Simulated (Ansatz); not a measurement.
# CH5FN2Si: the cost of one run

Computed with Ansatz 0.2.0 through its Python package. The levels of theory stand in the script.

### Step 1. The structure

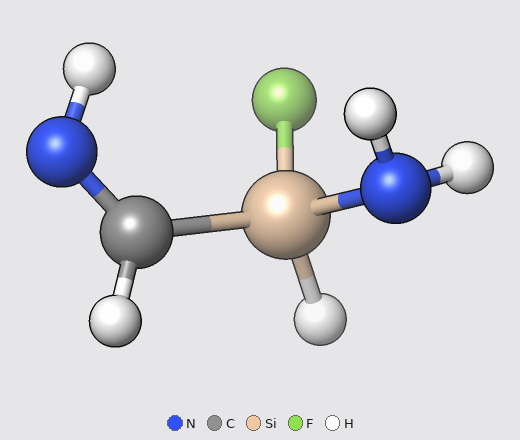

The structure that the script starts from, seen from a chosen angle (nitrogen blue, carbon grey, silicon light orange, fluorine green, hydrogen white).

The script holds or builds the structure itself.

### Step 2. The script

Input file ch5fn2si_disp.py:

```python
# -*- coding: utf-8 -*-
"""Dispersion corrections for CH5FN2Si."""

import ansatz as az

ch5fn2si = (
    az.Crystal.molecule()
    .atom("N", (0.3449, 1.7647, 1.3376))
    .atom("C", (0.3933, 0.5153, 1.2816))
    .atom("Si", (-0.4598, -0.5713, -0.0233))
    .atom("N", (0.6738, -0.9293, -1.3212))
    .atom("F", (-1.6194, 0.2475, -0.7066))
    .atom("H", (-0.3073, 2.1824, 0.5703))
    .atom("H", (1.0329, -0.0022, 2.0404))
    .atom("H", (-0.91, -1.8327, 0.517))
    .atom("H", (0.9038, -0.0415, -1.6851))
    .atom("H", (0.0309, -1.3842, -2.0078))
)

model = ch5fn2si.calculation().basis(gaussian="def2-SVP")
for name in ["pbe", "revpbe"]:
    for correction in ("d3bj", "d4"):
        r = model.functional(name, dispersion=correction).run().report
        print(f"{name:8s} {correction:5s} total {r['free_energy_ev']:.5f} eV, of which dispersion {1000 * r['dispersion']['energy']['ev']:.2f} meV")
```

### Step 3. The input behind the calls

The engine receives this input (first run):

```yaml
crystal:
  periodic: [false, false, false]
  atoms:
    - { symbol: "N", position_ang: [0.3449, 1.7647, 1.3376] }
    - { symbol: C, position_ang: [0.3933, 0.5153, 1.2816] }
    - { symbol: Si, position_ang: [-0.4598, -0.5713, -0.0233] }
    - { symbol: "N", position_ang: [0.6738, -0.9293, -1.3212] }
    - { symbol: F, position_ang: [-1.6194, 0.2475, -0.7066] }
    - { symbol: H, position_ang: [-0.3073, 2.1824, 0.5703] }
    - { symbol: H, position_ang: [1.0329, -0.0022, 2.0404] }
    - { symbol: H, position_ang: [-0.91, -1.8327, 0.517] }
    - { symbol: H, position_ang: [0.9038, -0.0415, -1.6851] }
    - { symbol: H, position_ang: [0.0309, -1.3842, -2.0078] }
basis:
  gaussian:
    orbitals: def2-SVP
hamiltonian:
  xc: pbe
  dispersion: d3bj
```

### Step 4. The run

Command:

```bash
$ python ch5fn2si_disp.py
```

Q: Estimate wall time and peak memory on 1 thread of Arm Neoverse V1, shared host.

About 10 s, with a peak of 0.19 GiB.
